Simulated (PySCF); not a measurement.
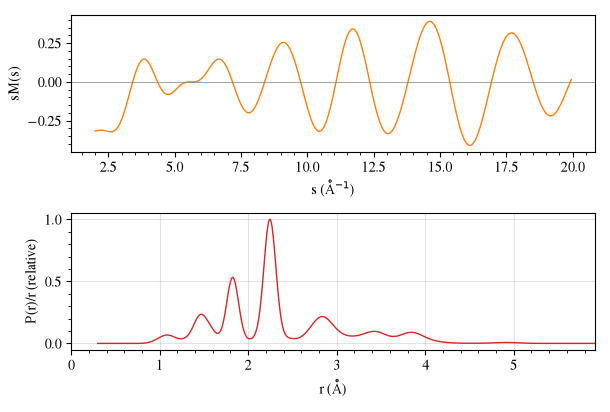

Simulated gas electron diffraction: reduced molecular intensity sM(s) from the Debye equation in the first Born approximation (top) and the radial distribution curve (bottom) of CH7GeNS. Each pair of atoms contributes with weight ZᵢZⱼ/r; damping constant 0.001 Å²; vibrational amplitudes assumed, not computed: 0.05 Å for bonds, 0.078 Å for bonds to H, 0.06 + 0.015 r up to 0.15 Å for other pairs. The geometry is the end point of an optimisation (PBE0-D3(BJ)/def2-SVP geometry optimisation, gas phase (PySCF)); it may be a saddle point or a higher isomer. SMILES: C[NH][GeH2][SH].

Assign the first 7 clear peaks of the radial distribution curve (– bonded, ··· not bonded).

Answer. Peak 1, 1.08 Å: N–H 1.02 Å, C–H 1.10–1.11 Å (×3), not resolved
Peak 2, 1.47 Å: S–H 1.35 Å, N–C 1.45 Å, Ge–H 1.54 Å (×2), not resolved
Peak 3, 1.82 Å: Ge–N 1.82 Å
Peak 4, 2.25 Å: Ge–S 2.25 Å
Peak 5, 2.84 Å: Ge···H 2.71–2.99 Å (×2), Ge···C 2.84 Å, not resolved
Peak 6, 3.42 Å: Ge···H 3.22 Å, S···N 3.43 Å, S···H 3.54 Å, not resolved
Peak 7, 3.84 Å: Ge···H 3.78 Å, S···H 3.81–4.03 Å (×2), S···C 3.86 Å, not resolved
